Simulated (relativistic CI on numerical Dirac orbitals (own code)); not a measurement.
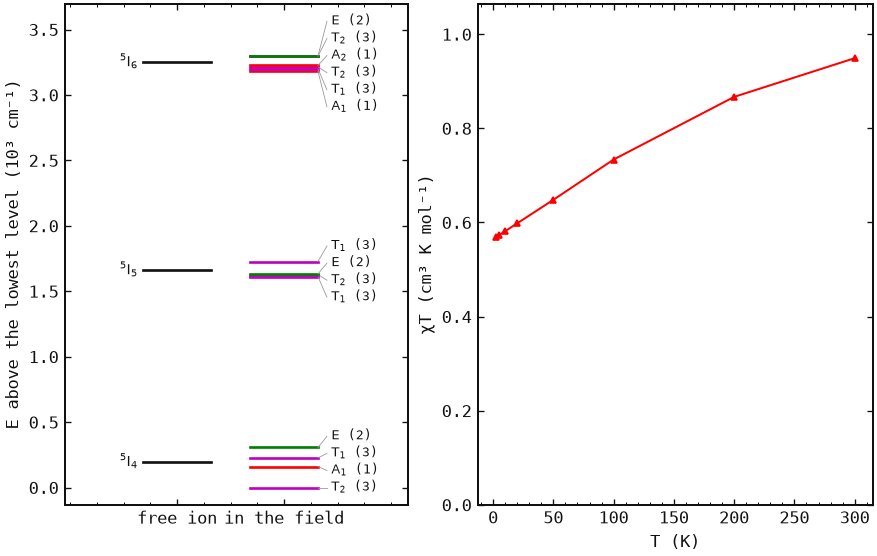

Pm³⁺ (4f⁴) in a field of Oh symmetry with B40 = 1,750, B60 = 440 cm⁻¹ (Wybourne parameters). Labels give the double-group representation and, in brackets, the degeneracy; the lowest 14 of 421 levels are drawn. Level of the calculation: relativistic configuration interaction, KLI exchange-only orbitals, Breit term, model QED, valence Slater integrals scaled by 0.8 (radial Dirac CI code). One open-shell configuration in a parametric field without covalency; powder susceptibility by Van Vleck's formula.

> What does the figure show?

The free ion's lowest level is ⁵I₄. The ground level is T₂, a triplet, with total spin S = 1.98 and J = 4.00 (from expectation values). The next level lies at 160 cm⁻¹ (A₁). The field lowers the ground state by 198 cm⁻¹ against the free ion. χT is 0.568 cm³ K mol⁻¹ at 2 K, 0.648 at 50 K and 0.949 at 300 K, an effective moment of 2.76 μB at room temperature.
